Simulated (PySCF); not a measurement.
**CH₉NSi₄ (SMILES N#C[SiH2][SiH2][SiH2][SiH3]): density, localisation and related maps**

Input

```
{"job": {"kind": "nmr", "xc": "PBE0", "basis": "pcSseg-1"}, "charge": 0, "multiplicity": 1}
N     -1.957363     1.307138     1.877467
C     -1.967066     1.014331     0.754542
Si    -1.876072     0.482701    -1.029257
Si    -0.428587    -1.373806    -1.078329
Si     0.982528    -1.142687     0.782243
Si     1.977188     0.980636     0.668469
H     -1.328489     1.648007    -1.780806
H     -3.271777     0.196146    -1.466323
H     -1.239695    -2.629721    -1.038955
H      0.338022    -1.330405    -2.362430
H      0.144964    -1.274352     2.012580
H      2.025808    -2.215571     0.781833
H      3.113557     0.929711    -0.302940
H      0.980927     1.977791     0.171016
H      2.487410     1.413007     2.003372
```

Launched as:

```sh
OMP_NUM_THREADS=1 python probes_run.py task.json out
```

Geometry: PBE0-D3(BJ)/def2-SVP.

Theory: PBE0/pcSseg-1, SCF density, gas phase, non-relativistic in PySCF.

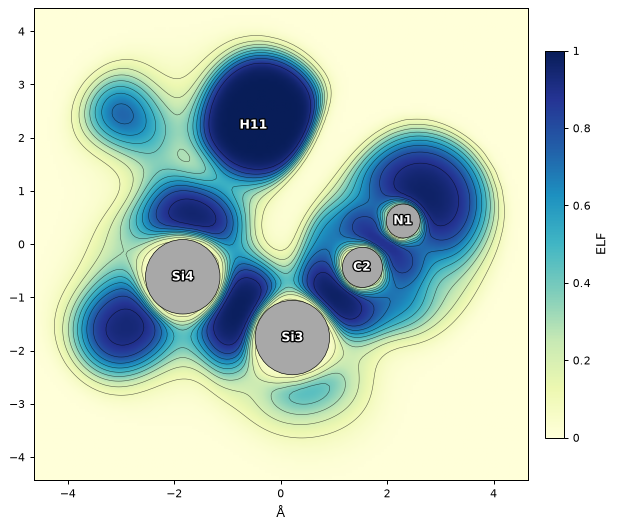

Figure 1. Electron localisation function on the plane of atoms C2, Si3 and Si4. Grey discs cover the atomic cores.

Question: Interpret the plot.

Answer: Atoms in the plane: N, C, Si and H. C–N (1.16 Å): the ELF peaks at about 0.90 between the atoms (a short, multiple covalent bond). C–Si (1.86 Å): the ELF peaks at about 1 between the atoms: localised, covalent bonding. Si–Si (2.35 Å): the ELF peaks at about 1 between the atoms (a covalent bond). The ELF also peaks beside N1, away from the bonds: lone-pair regions.

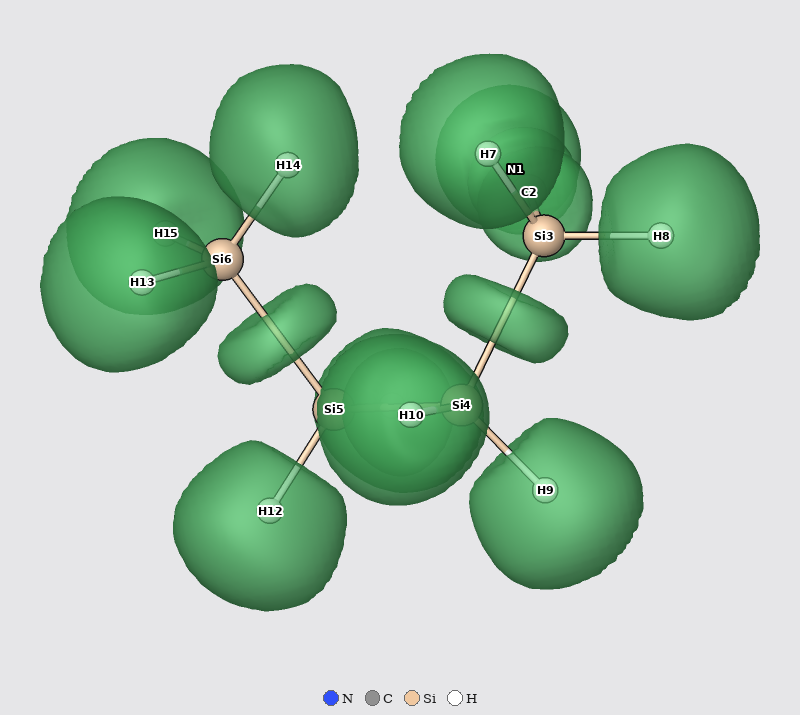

Figure 2. Isosurface of the electron localisation function at 0.8 (green), seen at a tilt. Only the valence region is drawn (cores and ρ < 0.01 e/Å³ removed).

Question: What do the ELF domains correspond to?

Answer: The ELF exceeds this value in one region between bonded C–N atoms (shared pairs), one region between bonded C–Si atoms (shared pairs), three regions between bonded Si–Si atoms (shared pairs), nine regions around hydrogen nuclei and one lobe on N, pointing away from the bonds (lone pairs).

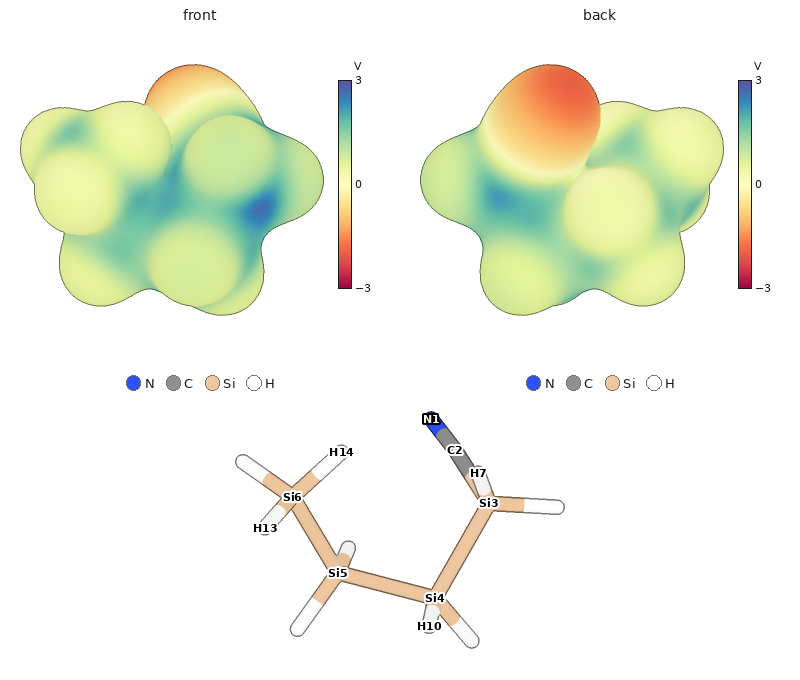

Figure 3. The electrostatic potential painted on the density surface at 0.004 e/bohr³, seen from the front and from behind; the colour scale runs from red (negative) to blue (positive). The bare structure is drawn below in the same view.

Question: Where is the surface potential most negative and most positive?

Answer: The most negative region (about −1.9 V, or −44 kcal/mol for a unit charge) lies over N1, the most positive (about +2.5 V, or +58 kcal/mol for a unit charge) over Si3. N1 is the likeliest acceptor of a hydrogen bond.
